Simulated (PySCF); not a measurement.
# C4H6OSi: electronic excitations and core binding energies

Wanted: the electronic excitations and core binding energies of C4H6OSi (`O=CC1([SiH3])C=C1`), by calculation.

Computed with PySCF 2.14.0, with density-fitted response routines of our own, on a single molecule in the gas phase. Atoms count from 0, in the outputs and in this text.

### Step 1. The starting structure

12 atoms, charge 0, multiplicity 1; geometry from: GFN2-xTB.

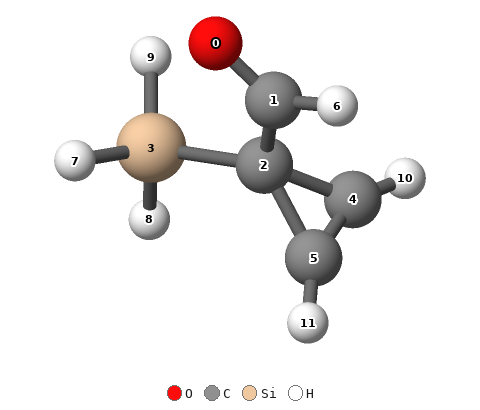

The starting geometry (oxygen red, carbon grey, silicon light orange, hydrogen white), atoms numbered.

### Step 2. TDDFT and polarisability: B3LYP/def2-SVPD

Job settings and geometry (Å):

```
{"job": {"kind": "uv", "xc": "B3LYP", "basis": "def2-SVPD", "nstates": 8, "ntriplets": 3}, "charge": 0, "multiplicity": 1}
O     -0.125975    -1.472762     1.810182
C     -0.781963    -0.675417     1.184111
C     -0.238218     0.055199     0.045527
Si     1.579210    -0.401460    -0.262964
C     -1.211768     0.473889    -1.057418
C     -0.839809     1.424256    -0.274254
H     -1.839016    -0.461353     1.451521
H      2.363259    -0.091527     0.926827
H      2.008201     0.444384    -1.383930
H      1.665242    -1.808979    -0.636884
H     -1.750270     0.080359    -1.881910
H     -0.827696     2.432725     0.053165
```

Method: TDDFT B3LYP/def2-SVPD, vertical, gas phase, core orbitals frozen in the response.

The run is started by

```bash
$ OMP_NUM_THREADS=1 python probes_run.py task.json out
```

This one command runs all jobs of the session in turn.

Standard output:

```text
coarse grid: 10776 points
cycle   1  E = -520.2001864997  dE =  8.697e-01  |g| = 7.562e-01  |ddm| = 5.452e+00
cycle   2  E = -519.6628162802  dE =  5.374e-01  |g| = 1.768e+00  |ddm| = 4.190e+00
cycle   3  E = -520.3176438268  dE = -6.548e-01  |g| = 1.437e-01  |ddm| = 3.322e+00
cycle   4  E = -520.3212317554  dE = -3.588e-03  |g| = 8.578e-02  |ddm| = 4.759e-01
cycle   5  E = -520.3231128342  dE = -1.881e-03  |g| = 1.401e-02  |ddm| = 1.950e-01
cycle   6  E = -520.3231547629  dE = -4.193e-05  |g| = 4.961e-03  |ddm| = 4.042e-02
cycle   7  E = -520.3231604691  dE = -5.706e-06  |g| = 1.260e-03  |ddm| = 9.532e-03
final grid: 100200 points
cycle   8  E = -520.4100187950  dE = -2.116e-05  |g| = 5.229e-03  |ddm| = 9.543e-02
cycle   9  E = -520.4100003637  dE =  1.843e-05  |g| = 1.077e-02  |ddm| = 2.194e-02
cycle  10  E = -520.4100248631  dE = -2.450e-05  |g| = 1.246e-03  |ddm| = 1.364e-02
cycle  11  E = -520.4100252118  dE = -3.487e-07  |g| = 1.455e-04  |ddm| = 2.047e-03
cycle  12  E = -520.4100252164  dE = -4.636e-09  |g| = 7.706e-05  |ddm| = 4.282e-04
cycle  13  E = -520.4100252177  dE = -1.320e-09  |g| = 3.209e-05  |ddm| = 1.636e-04
cycle  14  E = -520.4100252180  dE = -2.424e-10  |g| = 8.835e-06  |ddm| = 5.936e-05
converged SCF energy = -520.4100252180

Static polarisability (au): isotropic 74.122, principal 63.681 72.769 85.917

Singlet excitations
state   eV       nm        f      main configurations
  1   3.9591    313.2   0.00395   H->L 0.86, H->L+1 0.08
  2   5.2249    237.3   0.01074   H-1->L 0.69, H->L+1 0.12, H->L 0.10
  3   5.3962    229.8   0.00139   H->L+1 0.77, H-1->L 0.19
  4   5.8440    212.2   0.02585   H-2->L 0.91
  5   6.3363    195.7   0.00743   H-1->L+1 0.86
  6   6.5954    188.0   0.01481   H->L+2 0.97
  7   6.7712    183.1   0.00125   H-3->L 0.99
  8   6.9935    177.3   0.12346   H->L+3 0.67, H-4->L 0.18, H-2->L+1 0.08

Triplet excitations (Tamm-Dancoff, eV): 3.4057 3.9872 5.0809
```

Wall time 38 s (1 thread of Arm Neoverse N1, shared host); peak memory 0.71 GiB.

The orbitals next to the gap, with their largest atomic shares:

```csv
orbital,eV,atoms
HOMO−3,-9.32,"Si3 40 %, H8 34 %, H7 10 %"
HOMO−2,-8.57,"C2 28 %, C4 14 %, C5 14 %"
HOMO−1,-8.04,"O0 33 %, C5 16 %, C4 16 %"
HOMO,-7.00,"O0 33 %, C2 14 %, C1 14 %"
LUMO,-1.68,"C5 21 %, C4 20 %, C1 19 %"
LUMO+1,-0.53,"C4 22 %, C5 21 %, C1 18 %"
LUMO+2,0.42,"Si3 30 %, C5 14 %, C4 14 %"
```

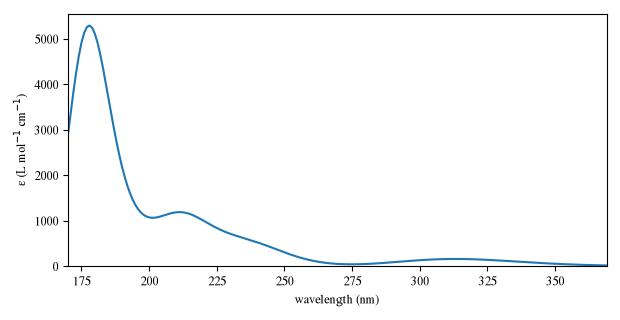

Absorption spectrum: each of the 8 states is a Gaussian band of 0.4 eV half-width at 1/e. Beyond the last state computed it falls off for lack of states.

Ground-state properties from the same run:

```csv
property,computed
dipole moment (D),3.71
polarisability (Å³),10.98
HOMO–LUMO gap (eV),5.32
−ε(HOMO) (eV),7.00
```

### Step 3. Core-electron binding energies: SCAN, X2C

Same as in step 2 but for these lines:

```diff
@@ -1,2 +1,2 @@
-{"job": {"kind": "uv", "xc": "B3LYP", "basis": "def2-SVPD", "nstates": 8, "ntriplets": 3}, "charge": 0, "multiplicity": 1}
+{"job": {"kind": "xps"}, "charge": 0, "multiplicity": 1}
 O     -0.125975    -1.472762     1.810182
```

Level: delta-SCF UKS SCAN, pcX-2 on the ionised atom, pcseg-1 elsewhere, spin-free X2C.

Standard output:

```text
ground state, core basis on atom 0 (O), 149 functions
  cycle   1  E = -521.03740955  |g| = 8.24e-01
  cycle   2  E = -518.22487741  |g| = 2.77e+00
  cycle   3  E = -521.03165492  |g| = 6.62e-01
  cycle   4  E = -521.16230914  |g| = 1.91e-01
  cycle   5  E = -521.16925451  |g| = 8.10e-02
  cycle   6  E = -521.17077316  |g| = 2.26e-02
  cycle   7  E = -521.17088974  |g| = 8.84e-03
  cycle   8  E = -521.17090689  |g| = 3.42e-03
  cycle   9  E = -521.17090928  |g| = 8.46e-04
  cycle  10  E = -521.17090945  |g| = 6.33e-04
  cycle  11  E = -521.17090994  |g| = 1.31e-04
  E(ground) = -521.21052626 Eh
hole in O 1s of atom 0
  cycle   1  E = -500.57285728  |g| = 2.22e+00
  cycle   2  E = -499.18674617  |g| = 2.44e+00
  cycle   3  E = -500.99520741  |g| = 8.36e-01
  cycle   4  E = -501.29907217  |g| = 4.61e-01
  cycle   5  E = -501.40530292  |g| = 1.19e-01
  cycle   6  E = -501.41255858  |g| = 5.74e-02
  cycle   7  E = -501.41417410  |g| = 1.12e-02
  cycle   8  E = -501.41423609  |g| = 5.40e-03
  cycle   9  E = -501.41424510  |g| = 3.79e-03
  cycle  10  E = -501.41425232  |g| = 1.10e-03
  cycle  11  E = -501.41425236  |g| = 3.51e-04
  E(ion) = -501.45408876 Eh   <S^2> = 0.7665   hole on atom = 1.000   binding energy = 537.600 eV
ground state, core basis on atom 1 (C), 149 functions
  cycle   1  E = -521.14614351  |g| = 8.19e-02
  cycle   2  E = -521.14204103  |g| = 1.55e-01
  cycle   3  E = -521.14662754  |g| = 3.18e-02
  cycle   4  E = -521.14682854  |g| = 5.79e-03
  cycle   5  E = -521.14683676  |g| = 6.91e-04
  cycle   6  E = -521.14683696  |g| = 2.40e-04
  E(ground) = -521.18893394 Eh
hole in C 1s of atom 1
  cycle   1  E = -509.81977584  |g| = 1.50e+00
  cycle   2  E = -507.47550574  |g| = 2.38e+00
  cycle   3  E = -510.07644817  |g| = 7.07e-01
  cycle   4  E = -510.09026927  |g| = 7.78e-01
  cycle   5  E = -510.33789268  |g| = 2.83e-01
  cycle   6  E = -510.37503267  |g| = 8.41e-02
  cycle   7  E = -510.37836593  |g| = 2.27e-02
  cycle   8  E = -510.37867043  |g| = 5.41e-03
  cycle   9  E = -510.37870523  |g| = 4.03e-03
  cycle  10  E = -510.37871698  |g| = 3.51e-03
  cycle  11  E = -510.37873354  |g| = 1.56e-03
  cycle  12  E = -510.37874294  |g| = 1.16e-03
  cycle  13  E = -510.37874463  |g| = 7.02e-04
  cycle  14  E = -510.37874591  |g| = 3.86e-04
  E(ion) = -510.41871154 Eh   <S^2> = 0.7978   hole on atom = 1.000   binding energy = 293.073 eV
ground state, core basis on atom 2 (C), 149 functions
  cycle   1  E = -521.14425925  |g| = 6.19e-02
  cycle   2  E = -521.14387566  |g| = 5.14e-02
  cycle   3  E = -521.14386503  |g| = 5.20e-02
  cycle   4  E = -521.14438775  |g| = 1.11e-02
  cycle   5  E = -521.14441479  |g| = 1.34e-03
  cycle   6  E = -521.14441719  |g| = 3.26e-04
  E(ground) = -521.18663222 Eh
hole in C 1s of atom 2
  cycle   1  E = -509.86507599  |g| = 1.52e+00
  cycle   2  E = -508.45145810  |g| = 2.32e+00
  cycle   3  E = -510.28533683  |g| = 6.35e-01
  cycle   4  E = -510.28543894  |g| = 6.38e-01
  cycle   5  E = -510.44671307  |g| = 1.05e-01
  cycle   6  E = -510.45102241  |g| = 3.26e-02
  cycle   7  E = -510.45159482  |g| = 8.96e-03
  cycle   8  E = -510.45164446  |g| = 3.57e-03
  cycle   9  E = -510.45165347  |g| = 1.92e-03
  cycle  10  E = -510.45165750  |g| = 1.76e-03
  cycle  11  E = -510.45165899  |g| = 7.27e-04
  cycle  12  E = -510.45165862  |g| = 1.40e-04
  E(ion) = -510.49231401 Eh   <S^2> = 0.7743   hole on atom = 1.000   binding energy = 291.007 eV
ground state, core basis on atom 3 (Si), 160 functions
  cycle   1  E = -521.23652589  |g| = 2.86e-01
  cycle   2  E = -521.23659355  |g| = 3.39e-02
  cycle   3  E = -521.23656590  |g| = 2.72e-02
  cycle   4  E = -521.23664615  |g| = 1.35e-02
  cycle   5  E = -521.23668341  |g| = 2.79e-03
  cycle   6  E = -521.23668595  |g| = 5.71e-04
  cycle   7  E = -521.23668689  |g| = 1.74e-04
  E(ground) = -521.23707236 Eh
hole in Si 1s of atom 3
  cycle   1  E = -452.32594374  |g| = 4.35e+00
  cycle   2  E = -452.25462224  |g| = 2.19e+00
  cycle   3  E = -452.93559112  |g| = 8.80e-01
  cycle   4  E = -453.28336773  |g| = 4.98e-01
  cycle   5  E = -453.33957903  |g| = 3.21e-01
  cycle   6  E = -453.38451802  |g| = 4.90e-02
  cycle   7  E = -453.38537404  |g| = 2.63e-02
  cycle   8  E = -453.38571388  |g| = 8.28e-03
  cycle   9  E = -453.38574985  |g| = 1.80e-03
  cycle  10  E = -453.38575201  |g| = 5.07e-04
  cycle  11  E = -453.38575268  |g| = 2.36e-04
  E(ion) = -453.39401016 Eh   <S^2> = 0.7524   hole on atom = 1.000   binding energy = 1846.104 eV
hole in Si 2p of atom 3
  cycle   1  E = -516.98288878  |g| = 1.23e+00
  cycle   2  E = -516.74071546  |g| = 1.17e+00
  cycle   3  E = -517.23381043  |g| = 3.69e-01
  cycle   4  E = -517.28816693  |g| = 2.19e-01
  cycle   5  E = -517.30065230  |g| = 1.19e-01
  cycle   6  E = -517.30709288  |g| = 1.93e-02
  cycle   7  E = -517.30727554  |g| = 6.84e-03
  cycle   8  E = -517.30729786  |g| = 2.69e-03
  cycle   9  E = -517.30730248  |g| = 5.81e-04
  cycle  10  E = -517.30730250  |g| = 3.05e-04
  E(ion) = -517.31902502 Eh   <S^2> = 0.7524   hole on atom = 1.002   binding energy = 106.615 eV
  2p3/2 = 106.397 eV   2p1/2 = 107.019 eV
ground state, core basis on atom 4 (C), 149 functions
  cycle   1  E = -521.14462344  |g| = 6.10e-02
  cycle   2  E = -521.14444336  |g| = 3.71e-02
  cycle   3  E = -521.14424979  |g| = 4.65e-02
  cycle   4  E = -521.14480524  |g| = 6.24e-03
  cycle   5  E = -521.14481972  |g| = 1.01e-03
  cycle   6  E = -521.14481689  |g| = 3.25e-04
  E(ground) = -521.18735868 Eh
hole in C 1s of atom 4
  cycle   1  E = -509.84751171  |g| = 1.51e+00
  cycle   2  E = -506.74363883  |g| = 2.62e+00
  cycle   3  E = -509.52063195  |g| = 1.30e+00
  cycle   4  E = -510.37712300  |g| = 3.54e-01
  cycle   5  E = -510.39028338  |g| = 3.06e-01
  cycle   6  E = -510.43236518  |g| = 6.03e-02
  cycle   7  E = -510.43383683  |g| = 2.88e-02
  cycle   8  E = -510.43426953  |g| = 1.14e-02
  cycle   9  E = -510.43439040  |g| = 5.26e-03
  cycle  10  E = -510.43443389  |g| = 3.18e-03
  cycle  11  E = -510.43445780  |g| = 2.13e-03
  cycle  12  E = -510.43446686  |g| = 1.03e-03
  cycle  13  E = -510.43446857  |g| = 4.82e-04
  E(ion) = -510.47587203 Eh   <S^2> = 0.8259   hole on atom = 1.000   binding energy = 291.474 eV
```

It took 1.8 min on 1 thread of Arm Neoverse N1, shared host; peak memory 0.46 GiB.

The holes in one table. −ε is the ground-state orbital energy:

```csv
hole,stands for,environment,ΔSCF (eV; 2p as the shell's mean),−ε (eV),⟨S²⟩
O1s on O0,O0,aldehyde oxygen,537.60,516.5,0.767
C1s on C1,C1,aldehyde carbonyl carbon,293.07,275.9,0.798
C1s on C2,C2,three-membered-ring carbon,291.01,274.6,0.774
Si1s on Si3,Si3,"silicon bonded to C, 3 H",1846.10,1793.0,0.752
Si2p on Si3,Si3,"silicon bonded to C, 3 H",106.60,95.8,0.752
C1s on C4,"C4, C5",alkene CH,291.47,275.1,0.826
```

Each hole run stands for the others of its class of like atoms.

With the spin-orbit splitting: Si3 2p3/2 106.40, 2p1/2 107.02 eV. The table gives each 2p level as the mean over the whole 2p shell (two parts 2p3/2, one part 2p1/2), which differs a little from the single hole in the log.

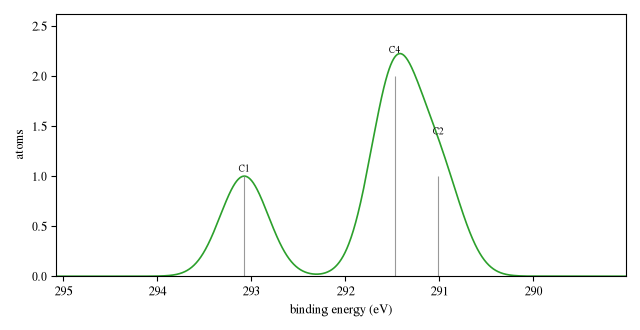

The C1s photoelectron lines, weighted by the number of atoms. Lines are broadened to a width of 0.60 eV (Gaussian).

### Step 4. What came out

| quantity | value |
| --- | --- |
| lowest singlet (B3LYP/def2-SVPD) | 3.96 eV (313 nm), f = 0.004 |
| brightest single state of those computed | state 8, 6.99 eV, f = 0.123 |
| lowest triplet | 3.41 eV |
| C1s binding energies, SCAN/pcX-2 | C1 293.07, C4 291.47, C2 291.01 eV |
| O1s binding energies, SCAN/pcX-2 | O0 537.60 eV |
| Si1s binding energies, SCAN/pcX-2 | Si3 1846.10 eV |
| Si2p binding energies, SCAN/pcX-2 | Si3 106.60 eV |

**Reading.** The lowest singlet, at 3.96 eV, is HOMO→LUMO 0.86, HOMO→LUMO+1 0.08 and is weak; of the 8 states computed, the strongest absorption comes from state 8 at 6.99 eV (the last computed, so partners may be missing). The lowest triplet lies 0.55 eV below the lowest singlet (triplets in Tamm-Dancoff, singlets in full TDDFT). The C1s levels kept as sound span 2.07 eV, from C2 (three-membered-ring carbon) up to C1 (aldehyde carbonyl carbon).
